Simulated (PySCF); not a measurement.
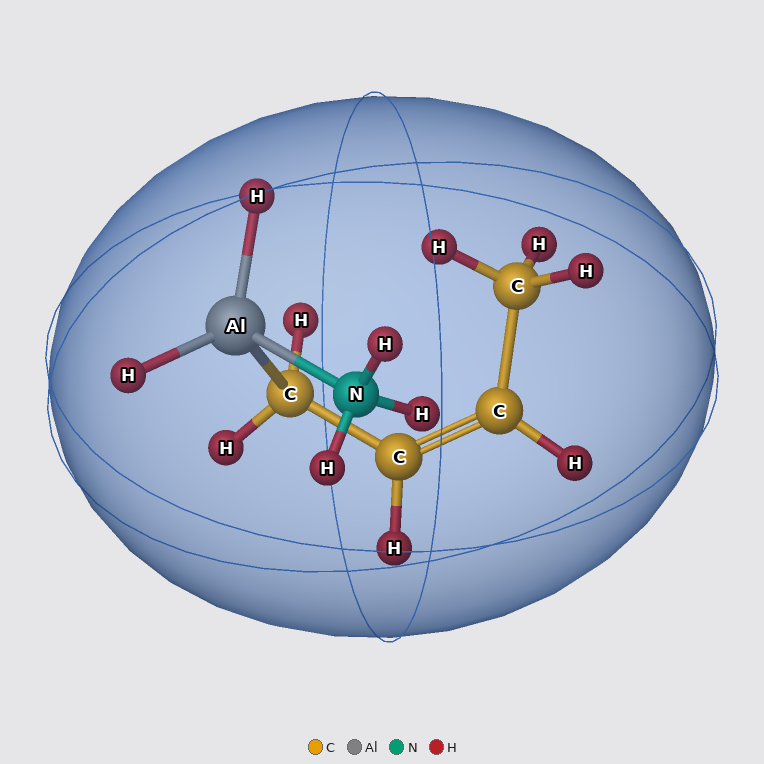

The ellipsoid shows the static dipole polarisability: its half-axes are proportional to the principal values. Computed geometry: GFN2-xTB optimisation. No frequency run is at hand to confirm it as a minimum. Level of theory: ωB97X-D/def2-SVPD (PySCF 2.14.0).

Question. Give the principal values, the mean and the anisotropy.

Answer. Principal values 79.7, 86.8, 103.2 bohr³; mean 89.9 bohr³ (13.32 Å³); anisotropy 20.9 bohr³, so the longest axis is 1.29 times the shortest.

The geometry is semi-empirical. Around Al such bond lengths and angles can be off by a tenth of an ångström or more and by several degrees, and values that hang on the shape move with them.
